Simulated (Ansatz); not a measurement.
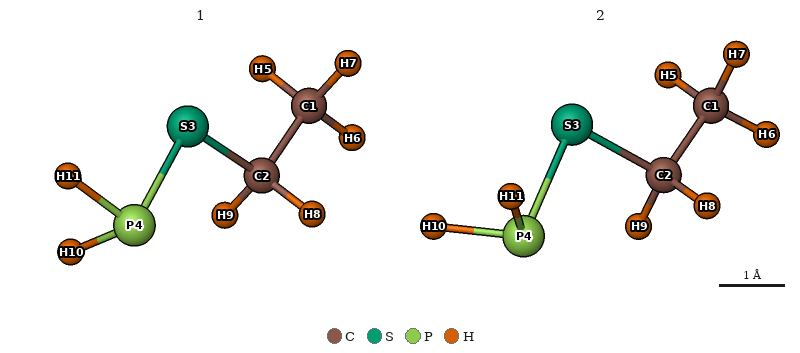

Two geometries of C2H7PS (coarse preliminary run), drawn at one scale. One is the start of a relaxation, the other its converged end. A ball-and-stick model, seen from a free direction.

Method: RKS PBE-D4/def2-SVP (Ansatz 0.2.0). (force threshold 0.03 eV/Å; at most 200 steps)

> Which one is relaxed?

Structure 2 is the relaxed one. The start comes from a force field. H11 moves most after the best rigid fit: 0.77 Å. By element the largest moves are H 0.77 Å, P 0.45 Å, S 0.39 Å, C 0.06 Å. Some distances before and after: S3–P4 2.062 → 2.146 Å, C1–H7 1.065 → 1.109 Å, C2–S3 1.808 → 1.849 Å, C1–H6 1.148 → 1.109 Å. Among the angles between lasting bonds that change: C2–S3–P4 106.8° → 99.2°, H5–C1–H6 102.1° → 107.9°, C2–C1–H7 116.3° → 111.3°. Groups turn about S3–P4 by about 55°. Over 13 accepted moves (14 points after the start) the energy falls by 37.3 kJ/mol. Largest force component: 2.2 eV/Å at the start, 0.026 eV/Å at the end. The line search rejected the trial step at point 13 of the run.
